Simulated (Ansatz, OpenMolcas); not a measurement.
A small benchmark: atomisation enthalpy at 298 K

6 molecules with open shells; the atomisation enthalpy at 298 K in kJ/mol, computed less measured. Shapes, held fixed at every level: PBE0-D4/def2-TZVP. Flexible molecules stand in one conformer, not always the lowest. Thermal terms are harmonic and unscaled (PBE0-D4/def2-TZVP); the spin-orbit lowering of the free atoms is taken from their spectra. Programs: Ansatz 0.2.0, OpenMolcas 26.06. Measured values: Active Thermochemical Tables.

Levels: A = HF/3-21G; B = HF/def2-SVP; C = SPW92/def2-TZVPP; D = B3LYP/6-31G* (Cartesian functions).

```tsv
molecule	from tabulated heats	A	B	C	D
C2HO (ethynyloxy radical)	1723	-759	-569	+361	-3
CH2N (SMILES C=[N])	1387	-584	-446	+229	+8
CH3 (methyl radical)	1224	-310	-265	+130	+1
N2H3 (SMILES [NH]N)	1374	-811	-619	+297	-6
C2H3O (acetyl radical)	2347	-879	-669	+396	-7
C3H3 (propargyl radical)	2453	-746	-612	+383	-13
```

Question: Which level does best on this set, which worst, and which err to one side?

Answer: 
| level | kind | mean error | mean absolute error | worst case |
| --- | --- | --- | --- | --- |
| HF/3-21G | Hartree–Fock | -681.5 | 681.5 | C2H3O |
| HF/def2-SVP | Hartree–Fock | -530.0 | 530.0 | C2H3O |
| SPW92/def2-TZVPP | LDA | +299.3 | 299.3 | C2H3O |
| B3LYP/6-31G* (Cartesian functions) | global hybrid | -3.3 | 6.3 | C3H3 |

On this set B3LYP/6-31G* (Cartesian functions) has the smallest mean absolute error and HF/3-21G the largest. HF/3-21G is too low in 6 of 6; HF/def2-SVP is too low in 6 of 6; SPW92/def2-TZVPP is too high in 6 of 6. Heats of the atoms come from ATcT where it has them. The levels differ in basis as well as in method. A functional in a double-zeta set wins here by errors that cancel. For SPW92/def2-TZVPP the error tends to grow with the atomisation enthalpy. Hartree–Fock lacks correlation and underbinds. Spin contamination: C2HO (⟨S²⟩ up to 0.89), CH2N (⟨S²⟩ up to 0.98), C3H3 (⟨S²⟩ up to 1.00). Open shells run unrestricted. The set is small.

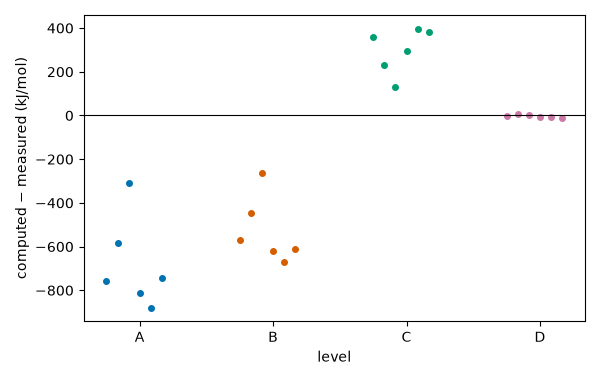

Errors of each level, one point a molecule.
